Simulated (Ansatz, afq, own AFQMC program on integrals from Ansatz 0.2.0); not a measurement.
**SiHO (doublet): quantum Monte Carlo beside coupled cluster at distance Si1–O2 = 1.650 Å, cc-pVDZ, part 1 of 2**

How near does AFQMC come to the top of the ladder for SiHO (doublet)?

Method: cc-pVDZ, frozen cores; program: Ansatz 0.2.0, Gaussian basis, and an in-house AFQMC program (afq) on its integrals; all values are calculated.

The runs, in order: PBE (unrestricted); r2SCAN (unrestricted); PBE0 (unrestricted); B3LYP (unrestricted); wB97M-V (unrestricted); B2PLYP (unrestricted); CCSD(T) on UHF; CCSDT(Q) on UHF; Phaseless AFQMC, CISD trial on UHF; Phaseless AFQMC, single-determinant trial on UHF; Free-projection AFQMC, CISD trial on UHF.

2 further runs of the same task are left out: 2 that didn't finish.

## (1) The system

The geometry derives from a PBE0/def2-TZVP stationary point (not a proven minimum). One bond is set to the value named and the two fragments are kept rigid.

3 atoms, charge 0, spin multiplicity 2.

Atoms are counted from 1 here; the program's logs count them from 0.

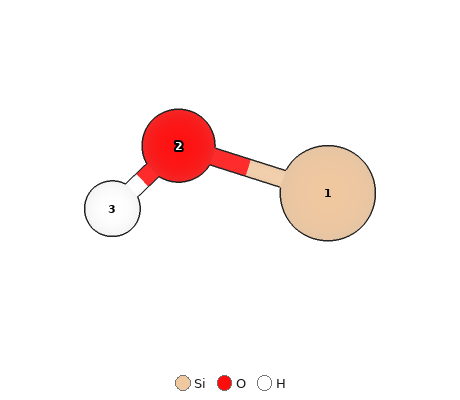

The geometry (silicon light orange, oxygen red, hydrogen white); atoms are numbered from 1 in the order of the file.

## (2) PBE (unrestricted)

The input, in.yaml:

```yaml
crystal:
  periodic: [false, false, false]
  atoms:
    - {symbol: Si, position_ang: [0.000000, 0.030957, 0.632254]}
    - {symbol: O, position_ang: [0.000000, -0.098798, -1.012863]}
    - {symbol: H, position_ang: [0.000000, 0.705682, -1.539731]}
basis:
  gaussian: {orbitals: cc-pVDZ}
magnetization: {spin_polarized: true, initial_magnetization: 1}
hamiltonian: {xc: {name: PBE}}
output: {orbitals: {seedname: orbitals}}
```

On the command line:

```bash
$ ansatz run in.yaml --threads 1 --pin off --events-out ev --progress --plain --max-ram 1382MiB
```

Standard output:

```text
Functional definition: PBE
  name "PBE"
  cite "Perdew, Burke & Ernzerhof, Phys. Rev. Lett. 77, 3865 (1996) doi:10.1103/PhysRevLett.77.3865"
  parent pbe
  parameter kappa = 0.804
  parameter beta = 0.06672455060314922
  exchange = pbe_x(kappa = kappa, mu = beta*pi^2/3)
  correlation = pbe_c(beta = beta)
431 factors; their error is unknown
mean field evaluation 1: about -9928.3480 eV, gradient 3.8e1 eV
mean field evaluation 2: about -9861.2275 eV, gradient 1.2e2 eV
mean field evaluation 4: about -9933.4112 eV, gradient 4.0e0 eV
mean field evaluation 8: about -9933.5325 eV, gradient 2.0e-2 eV
mean field evaluation 16: about -9933.5153 eV, gradient 2.5e-5 eV
mean field evaluation 32: about -9933.5090 eV, gradient 7.7e-1 eV
mean field -9933.51527567 eV, -365.0499532023 hartree, gradient 2.5e-5 eV, S^2 0.754296; 4 other end points of the search recorded, 0 dependent functions left out
reference -9933.51529975 eV, -365.0499540875 hartree; 12, 11 occupied and 25, 26 virtual orbitals, 431 factors
Total energy: -9933.51529975 eV, -365.0499540875 hartree
```

Run time: 1.3 s. Hardware: 1 thread of Arm Neoverse V2, shared host.

From the report: ⟨S²⟩ of the determinant 0.754 (pure doublet: 0.75).

## (3) r2SCAN (unrestricted)

in.yaml: that of step 2 with these lines changed.

```diff
@@ -9,3 +9,2 @@
 magnetization: {spin_polarized: true, initial_magnetization: 1}
-hamiltonian: {xc: {name: PBE}}
-output: {orbitals: {seedname: orbitals}}
+hamiltonian: {xc: {name: r2SCAN}}
```

Same command.

Standard output:

```text
Functional definition: r2SCAN
  name "r2SCAN"
  cite "Furness, Kaplan, Ning, Perdew & Sun, J. Phys. Chem. Lett. 11, 8208 (2020) doi:10.1021/acs.jpclett.0c02405"
  cite "Furness, Kaplan, Ning, Perdew & Sun, J. Phys. Chem. Lett. 11, 9248 (2020) doi:10.1021/acs.jpclett.0c03077"
  parent r2scan
  parameter k0 = 0.174
  parameter k1 = 0.065
  parameter a1 = 4.9479
  exchange = r2scan_x(k0 = k0, k1 = k1, a1 = a1)
  correlation = r2scan_c
431 factors; their error is unknown
mean field evaluation 1: about -9933.4817 eV, gradient 3.5e1 eV
mean field evaluation 2: about -9888.1503 eV, gradient 1.0e2 eV
mean field evaluation 4: about -9937.8710 eV, gradient 2.6e0 eV
mean field evaluation 8: about -9937.9028 eV, gradient 2.0e-2 eV
mean field evaluation 16: about -9937.9028 eV, gradient 2.8e-5 eV
mean field evaluation 32: about -9937.5082 eV, gradient 4.9e-1 eV
mean field -9937.90281788 eV, -365.2111924046 hartree, gradient 2.1e-5 eV, S^2 0.758227; 4 other end points of the search recorded, 0 dependent functions left out
reference -9937.90282634 eV, -365.2111927154 hartree; 12, 11 occupied and 25, 26 virtual orbitals, 431 factors
Total energy: -9937.90282634 eV, -365.2111927154 hartree
```

Run time: 3.3 s. Hardware: 1 thread of Arm Neoverse V2, shared host.

From the report: ⟨S²⟩ of the determinant 0.758 (pure doublet: 0.75).

## (4) PBE0 (unrestricted)

in.yaml: that of step 3 with these lines changed.

```diff
@@ -9,2 +9,3 @@
 magnetization: {spin_polarized: true, initial_magnetization: 1}
-hamiltonian: {xc: {name: r2SCAN}}
+hamiltonian: {xc: {name: PBE0}}
+output: {orbitals: {seedname: orbitals}}
```

Launched as before.

Standard output:

```text
Functional definition: PBE0
  name "PBE0"
  cite "Adamo & Barone, J. Chem. Phys. 110, 6158 (1999) doi:10.1063/1.478522"
  cite "Perdew, Burke & Ernzerhof, Phys. Rev. Lett. 77, 3865 (1996) doi:10.1103/PhysRevLett.77.3865"
  parent pbe
  parameter a = 0.25
  parameter kappa = 0.804
  parameter beta = 0.06672455060314922
  exchange = (1 - a)*pbe_x(kappa = kappa, mu = beta*pi^2/3) + a*exact_x
  correlation = pbe_c(beta = beta)
357 factors; integrals over basis functions are off by at most 1.4e-3 eV
mean field evaluation 1: about -9930.3443 eV, gradient 3.3e1 eV
mean field evaluation 2: about -9912.8868 eV, gradient 7.2e1 eV
mean field evaluation 4: about -9934.1188 eV, gradient 1.0e0 eV
mean field evaluation 8: about -9934.1955 eV, gradient 5.2e-2 eV
mean field evaluation 16: about -9934.1956 eV, gradient 8.2e-5 eV
mean field -9934.19555342 eV, -365.0749529485 hartree, gradient 1.0e-5 eV, S^2 0.756199; 1 other end points of the search recorded, 0 dependent functions left out
reference -9934.19557134 eV, -365.0749536071 hartree; 12, 11 occupied and 25, 26 virtual orbitals, 357 factors
Total energy: -9934.19557134 eV, -365.0749536071 hartree
```

Run time: 1.1 s. Hardware: 1 thread of Arm Neoverse V2, shared host.

From the report: ⟨S²⟩ of the determinant 0.756 (pure doublet: 0.75).

## (5) B3LYP (unrestricted)

in.yaml: that of step 4 with these lines changed.

```diff
@@ -9,3 +9,2 @@
 magnetization: {spin_polarized: true, initial_magnetization: 1}
-hamiltonian: {xc: {name: PBE0}}
-output: {orbitals: {seedname: orbitals}}
+hamiltonian: {xc: {name: B3LYP}}
```

Launched as before.

Standard output (excerpt; [...] marks lines left out):

```text
Functional definition: B3LYP
  name "B3LYP"
  cite "Stephens, Devlin, Chabalowski & Frisch, J. Phys. Chem. 98, 11623 (1994) doi:10.1021/j100096a001"
  cite "Becke, Phys. Rev. A 38, 3098 (1988) doi:10.1103/PhysRevA.38.3098"
  cite "Lee, Yang & Parr, Phys. Rev. B 37, 785 (1988) doi:10.1103/PhysRevB.37.785"
  cite "Vosko, Wilk & Nusair, Can. J. Phys. 58, 1200 (1980) doi:10.1139/p80-159"
[...]
357 factors; integrals over basis functions are off by at most 1.4e-3 eV
[...]
mean field -9940.24549267 eV, -365.2972841152 hartree, gradient 2.0e-5 eV, S^2 0.754218; 1 other end points of the search recorded, 0 dependent functions left out
reference -9940.24565066 eV, -365.2972899214 hartree; 12, 11 occupied and 25, 26 virtual orbitals, 357 factors
Total energy: -9940.24565066 eV, -365.2972899214 hartree
```

It took 0.93 s on 1 thread of Arm Neoverse V2, shared host.

From the report: ⟨S²⟩ of the determinant 0.754 (pure doublet: 0.75).

## (6) wB97M-V (unrestricted)

in.yaml: that of step 5 with these lines changed.

```diff
@@ -9,2 +9,3 @@
 magnetization: {spin_polarized: true, initial_magnetization: 1}
-hamiltonian: {xc: {name: B3LYP}}
+hamiltonian: {xc: {name: wB97M-V}}
+output: {orbitals: {seedname: orbitals}}
```

Launched as before.

Standard output (excerpt; [...] marks lines left out):

```text
Functional definition: wB97M-V
  name "wB97M-V"
  cite "Mardirossian & Head-Gordon, J. Chem. Phys. 144, 214110 (2016) doi:10.1063/1.4952647"
  cite "Becke, J. Chem. Phys. 107, 8554 (1997) doi:10.1063/1.475007"
  cite "Vydrov & Van Voorhis, J. Chem. Phys. 133, 244103 (2010) doi:10.1063/1.3521275"
  # Of w^i u^j: cxij and so on, Table III.
[...]
  gx(w, u) = 1 - cx + cx01*u + cx10*w
  gss(w, u) = css00 + css04*u^4 + css10*w + css20*w^2 + css43*w^4*u^3
  gos(w, u) = cos00 + cos10*w + (cos20 + cos21*u)*w^2 + (cos60 + cos61*u)*w^6
[...]
      + integral(e_c_pw_mod_opposite_spin*gos(b97_w_opposite, b97_u_opposite)) + vv10(b, c)
357 factors; integrals over basis functions are off by at most 1.4e-3 eV
108 factors; integrals over basis functions are off by at most 9.9e-6 eV
[...]
mean field -9938.64695495 eV, -365.2385389374 hartree, gradient 9.0e-6 eV, S^2 0.751267; 1 other end points of the search recorded, 0 dependent functions left out
reference -9938.64698223 eV, -365.2385399401 hartree; 12, 11 occupied and 25, 26 virtual orbitals, 357 factors
Total energy: -9938.64698223 eV, -365.2385399401 hartree
```

It took 4.5 s on 1 thread of Arm Neoverse V2, shared host.

From the report: ⟨S²⟩ of the determinant 0.751 (pure doublet: 0.75).

## (7) B2PLYP (unrestricted)

in.yaml: that of step 6 with these lines changed.

```diff
@@ -9,3 +9,3 @@
 magnetization: {spin_polarized: true, initial_magnetization: 1}
-hamiltonian: {xc: {name: wB97M-V}}
-output: {orbitals: {seedname: orbitals}}
+hamiltonian: {xc: {name: B2PLYP}}
+correlation: {electrons: outside_noble_gas}
```

The command is unchanged.

Standard output (excerpt; [...] marks lines left out):

```text
Functional definition: B2PLYP
  name "B2PLYP"
  cite "Grimme, J. Chem. Phys. 124, 034108 (2006) doi:10.1063/1.2148954"
  cite "Becke, Phys. Rev. A 38, 3098 (1988) doi:10.1103/PhysRevA.38.3098"
  cite "Lee, Yang & Parr, Phys. Rev. B 37, 785 (1988) doi:10.1103/PhysRevB.37.785"
[...]
357 factors; integrals over basis functions are off by at most 1.4e-3 eV
[...]
mean field -9932.33265561 eV, -365.0064927168 hartree, gradient 5.5e-6 eV, S^2 0.758294; 2 other end points of the search recorded, 0 dependent functions left out
6 core orbitals not correlated: weight in the atoms' cores, before any rotation towards them, 1.000 or more for the frozen orbitals, at most 0.000 for the correlated occupied ones
reference -9932.33275485 eV, -365.0064963639 hartree; 6, 5 occupied and 25, 26 virtual orbitals, 357 factors
second order -8.50000294 eV of doubles, -0.00000000 eV of singles
Total energy: -9934.62775564 eV, -365.0908360874 hartree
```

Wall time 1.5 s (1 thread of Arm Neoverse V2, shared host).

From the report: ⟨S²⟩ of the determinant 0.758 (pure doublet: 0.75).

## (8) CCSD(T) on UHF

in.yaml: that of step 7 with these lines changed.

```diff
@@ -9,3 +9,2 @@
 magnetization: {spin_polarized: true, initial_magnetization: 1}
-hamiltonian: {xc: {name: B2PLYP}}
-correlation: {electrons: outside_noble_gas}
+correlation: {method: ccsd_t, electrons: outside_noble_gas, hamiltonian_folder: ham}
```

The command is unchanged.

Standard output (excerpt; [...] marks lines left out):

```text
Functional definition: HF
  name "HF"
  cite "Fock, Z. Phys. 61, 126 (1930) doi:10.1007/BF01340294"
  parent pbe
[...]
357 factors; integrals over basis functions are off by at most 1.4e-3 eV
[...]
mean field -9914.62055792 eV, -364.3555851323 hartree, gradient 1.8e-6 eV, S^2 0.769686; 8 other end points of the search recorded, 0 dependent functions left out
determinant -9914.62055792 eV, -364.3555851323 hartree, with singles and doubles -9921.99662594 eV, -364.6266506323 hartree
determinant -9914.24888499 eV, -364.3419264043 hartree, with singles and doubles -9921.57829113 eV, -364.6112771117 hartree
determinant -9914.62055792 eV, -364.3555851323 hartree, with singles and doubles -9921.99679857 eV, -364.6266569766 hartree
determinant -9914.24888499 eV, -364.3419264043 hartree, with singles and doubles -9921.57851807 eV, -364.6112854517 hartree
6 core orbitals not correlated: weight in the atoms' cores, before any rotation towards them, 1.000 or more for the frozen orbitals, at most 0.000 for the correlated occupied ones
reference -9914.62055792 eV, -364.3555851323 hartree; 6, 5 occupied and 25, 26 virtual orbitals, 357 factors
second order -6.84773535 eV of doubles, -0.00000000 eV of singles
cycle   1  -7.37623964 eV  change    1.0e-6 eV  update   2.1e-6
perturbative correction -0.18470670 eV, -0.0067878460 hartree
Total energy: -9922.18150426 eV, -364.6334447854 hartree
```

It took 1.7 s on 1 thread of Arm Neoverse V2, shared host.

From the report: ⟨S²⟩ of the determinant 0.770 (pure doublet: 0.75); correlation -7.5609 eV; T1 0.021; largest double amplitude 0.09.

This run also writes the integrals to the folder ham.

(Continued in part 2 of 2.)
